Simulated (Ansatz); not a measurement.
# C2H6GeO (SMILES C=C[O][GeH3]): what the fields show

```yaml
atoms:
  - { symbol: C, position_ang: [1.8852, 0.2231, 0.9642] }
  - { symbol: C, position_ang: [0.6238, 0.3095, 0.5647] }
  - { symbol: O, position_ang: [0.2214, -0.0164, -0.6821] }
  - { symbol: Ge, position_ang: [-1.5067, -0.3499, -1.0195] }
  - { symbol: H, position_ang: [2.1514, 0.5320, 1.9654] }
  - { symbol: H, position_ang: [2.6619, -0.1414, 0.3037] }
  - { symbol: H, position_ang: [-0.1509, 0.6814, 1.2386] }
  - { symbol: H, position_ang: [-1.8453, -1.7585, -0.5066] }
  - { symbol: H, position_ang: [-2.3393, 0.7143, -0.2844] }
  - { symbol: H, position_ang: [-1.6183, -0.2451, -2.5409] }
```

Geometry: PBE0-D4/def2-TZVP.

Computed with RKS PBE0-D4/def2-TZVPP in Ansatz 0.2.0.

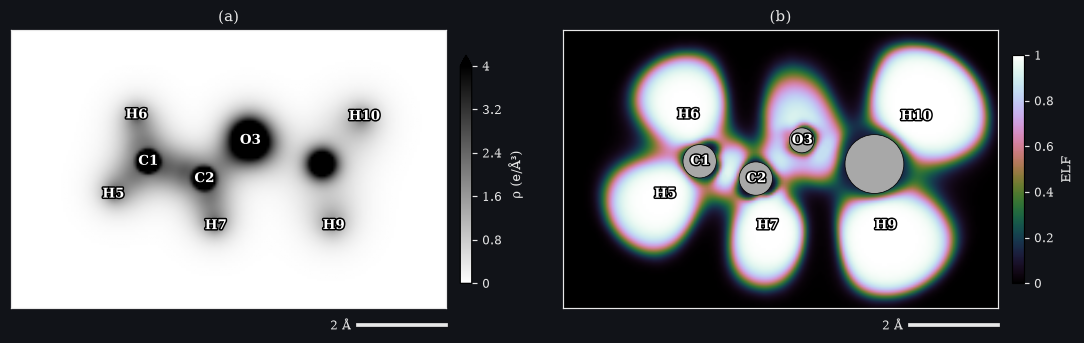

Figure 1. (a) total electron density; (b) ELF on the plane of atoms C2, C1 and H6. Grey discs cover the atomic cores in the ELF map.

### Describe what can be read from this map.

The plane passes through C, O and H nuclei.
C–C (1.33 Å): ρ at the midpoint is about 2.4 e/Å³; the ELF peaks at about 0.95 between the atoms (a multiple bond).
C–O (1.35 Å): ρ at the midpoint is about 2.4 e/Å³, with its minimum of 2 e/Å³ about 0.5 Å from C; the ELF peaks at about 0.90 between the atoms (a shared but strongly polarised pair).
C–H (1.08 Å): ρ is about 2 e/Å³ halfway; the ELF climbs to about 1 towards the hydrogen, as it does in any bond to H: a covalent bond by its length.
The ELF also peaks beside O3, away from the bonds: lone-pair regions.

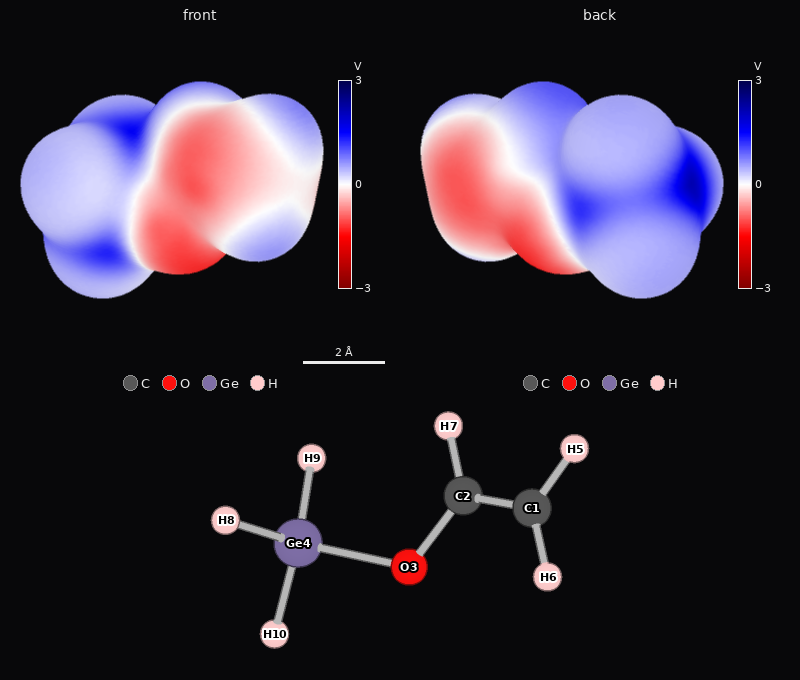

Figure 2. The electrostatic potential painted on the density surface at 0.002 e/bohr³, seen from the front and from behind; the colour scale runs from red (negative) to blue (positive). The bare structure is drawn below in the same view.

### Where is the surface potential most negative and most positive?

The most negative region (about −1.2 V) lies over O3, the most positive (about +2.0 V) over Ge4. O3 is the likeliest acceptor of a hydrogen bond.

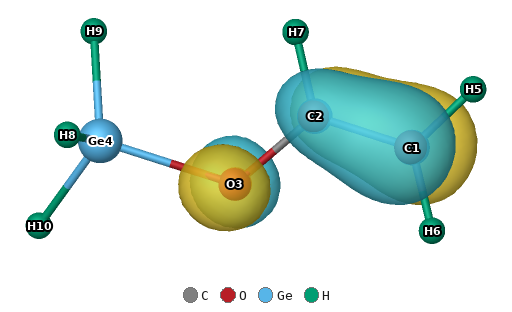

Figure 3. The HOMO at ±0.2 Å⁻³ᐟ² (yellow and cyan are the two phases), seen across its widest extent.

### Describe this orbital and give its energy.

It lies mainly on C1 (about 40 %), C2 (about 25 %) and O3 (about 20 %). Its energy is −6.61 eV.

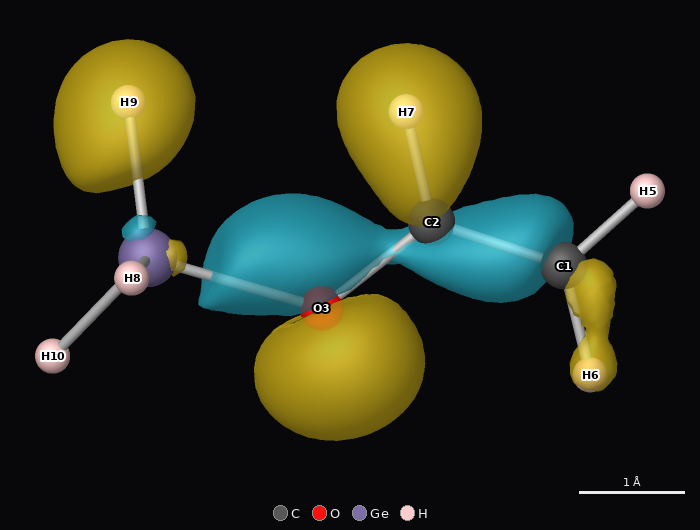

Figure 4. The HOMO−1 at ±0.15 Å⁻³ᐟ² (yellow and cyan are the two phases), seen across its widest extent.

### Describe this orbital and give its energy.

It lies mainly on O3 (about 50 %), C2 (about 15 %), Ge4 (about 10 %), H7 (about 10 %) and H9 (about 10 %). Its energy is −9.03 eV.
